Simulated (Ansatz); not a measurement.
```xyz
7

Cl   -0.5437   -3.0093   -0.4695
In   -1.6290   -1.5128    1.1824
C     0.4470    1.2726   -0.0210
N     0.0549    0.0762   -0.0221
H     1.2176    1.6580   -0.6935
H     0.0039    1.9772    0.6836
H     0.5104   -0.5297   -0.7057
```

Geometry: PBE0-D4/def2-TZVP; core potentials replace the inner electrons of In.

All numbers below come from RKS PBE0-D4/def2-TZVPP in Ansatz.

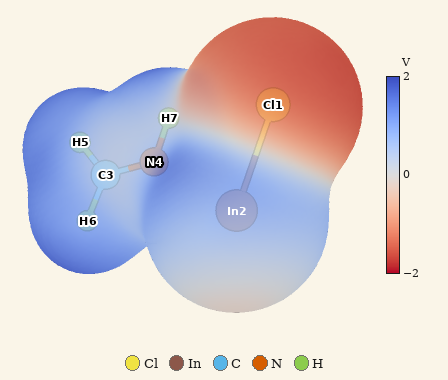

CH$_{3}$ClInN. The molecular electrostatic potential painted on the density surface at 0.002 e/bohr³, seen at a tilt; the colour scale runs from red (negative) to blue (positive).

Question: Which sites attract a positive test charge, and which a negative one?

Answer: A positive charge is drawn to the negative regions and a negative charge to the positive ones. The most negative region (about −1.6 V, or −37 kcal/mol for a unit charge) lies over Cl1, the most positive (about +1.7 V, or +39 kcal/mol for a unit charge) over H5 and H7.
